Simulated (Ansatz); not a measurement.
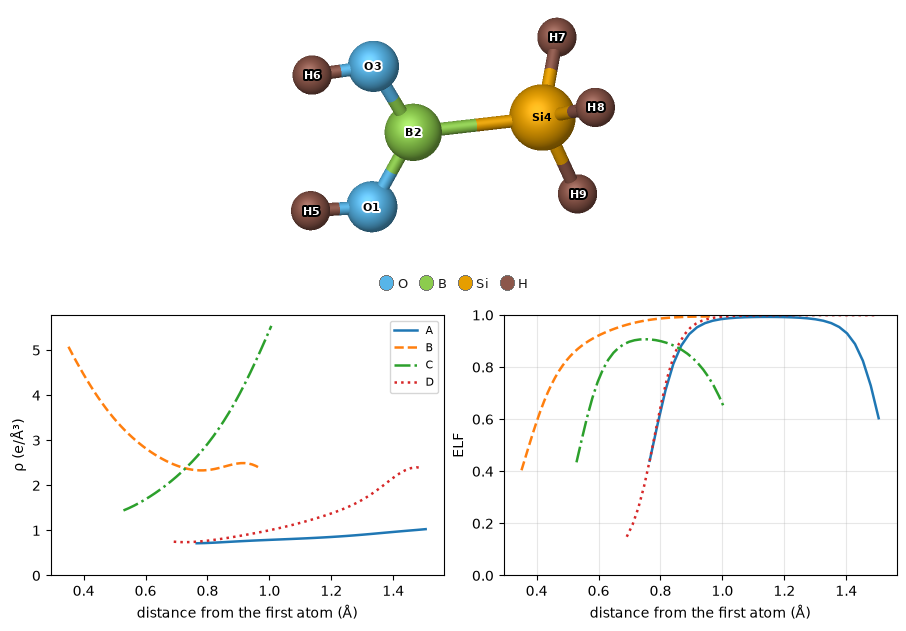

The picture shows: BH5O2Si (SMILES OB(O)[SiH3]). Electron density and electron localisation function along straight lines between neighbouring atoms. The curves leave out the atomic cores. The structure is drawn too.

Level of theory: RKS B3LYP/def2-SVP in Ansatz.

```yaml
atoms:
  - { symbol: O, position_ang: [-0.0367, 0.9646, -1.4357] }
  - { symbol: B, position_ang: [0.3332, 0.4242, -0.2389] }
  - { symbol: O, position_ang: [1.3887, 0.8687, 0.5039] }
  - { symbol: Si, position_ang: [-0.7435, -1.1422, 0.5022] }
  - { symbol: H, position_ang: [0.5052, 1.7057, -1.7443] }
  - { symbol: H, position_ang: [1.8823, 1.6132, 0.1298] }
  - { symbol: H, position_ang: [0.1302, -2.3407, 0.7023] }
  - { symbol: H, position_ang: [-1.3340, -0.7986, 1.8337] }
  - { symbol: H, position_ang: [-1.8599, -1.5318, -0.4112] }
```

Question: Which curve belongs to which contact (B–O, O–H, Si–B and Si–H)? The first atom named is at distance zero.

Answer: Curve A: Si–B (2.04 Å): ρ at the midpoint is about 0.8 e/Å³; the ELF peaks at about 1 between the atoms; localised, covalent bonding. Curve B: O–H (0.97 Å): the density is about 3.6 e/Å³ at the midpoint; the ELF climbs to about 1 towards the hydrogen, as it does in any bond to H (an ordinary covalent bond to hydrogen). Curve C: B–O (1.36 Å): ρ at the midpoint is about 2.1 e/Å³; the ELF peaks at about 0.90 between the atoms: a polar covalent bond. Curve D: Si–H (1.49 Å): ρ is about 0.74 e/Å³ halfway; the ELF climbs to about 1 towards the hydrogen.
